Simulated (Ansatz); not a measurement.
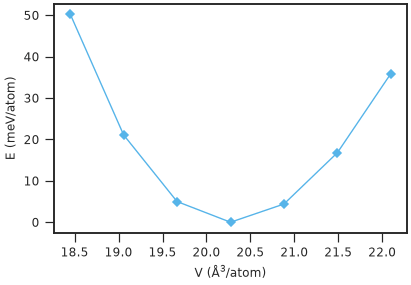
Figure: CdS (rock salt, Fm-3m) under volume change, r²SCAN (plane waves, PAW; program Ansatz), scaled uniformly.

Question: What does a third-order Birch–Murnaghan fit give for V₀, B₀ and B′?

Answer: V₀ = 20.27 Å³/atom, B₀ = 82.3 GPa, B′ = 4.6.

This is a known high-pressure phase of the composition, computed here at zero pressure and temperature. The cell was relaxed with r²SCAN under the symmetry of its start; its stability against distortions is not shown here.

Potentials: the later of the program's two PAW sets.
